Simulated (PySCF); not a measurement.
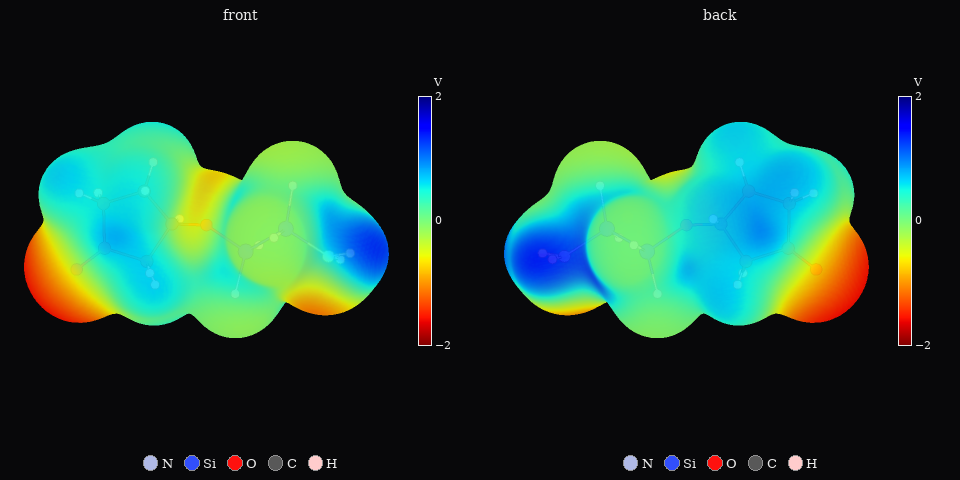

The picture shows: C5H13NO2Si2. The electrostatic potential painted on the density surface at 0.001 e/bohr³, seen from the front and from behind; red is negative and blue positive.

Geometry: GFN2-xTB.

Computed with PBE0/pcSseg-1, SCF density, gas phase, non-relativistic in PySCF 2.14.0.

Input file:

```
{"job": {"kind": "nmr", "xc": "PBE0", "basis": "pcSseg-1"}, "charge": 0, "multiplicity": 1}
N      4.690424     0.291538     0.327532
Si     3.163642     1.095512     0.377417
Si     1.680906    -0.548753    -0.183235
O      0.281021     0.276532    -0.090194
C     -0.997181    -0.176749    -0.399747
C     -2.016470     0.969991    -0.343353
C     -3.358423     0.273874    -0.149666
C     -3.044601    -1.006680     0.597860
O     -3.849352    -1.746786     1.093667
C     -1.544160    -1.193739     0.604614
H      5.512159     0.796670     0.616392
H      4.919717    -0.289930    -0.461759
H      3.104901     1.604353     1.754708
H      3.105680     2.304344    -0.476370
H      1.617150    -1.746568     0.674998
H      1.799897    -1.133255    -1.536870
H     -0.986335    -0.624231    -1.403667
H     -1.980973     1.590827    -1.236181
H     -1.774752     1.593856     0.518319
H     -3.799360    -0.008450    -1.108842
H     -4.094861     0.871165     0.386477
H     -1.260582    -2.223217     0.392054
H     -1.173200    -0.943317     1.601798
```

Launched as:

```sh
OMP_NUM_THREADS=1 python probes_run.py task.json out
```

Q: Which sites attract a positive test charge, and which a negative one?

A: A positive charge is drawn to the negative regions and a negative charge to the positive ones. The most negative region (about −1.6 V) lies over O9, the most positive (about +1.4 V) over H11 and H12. O9 is the likeliest acceptor of a hydrogen bond.
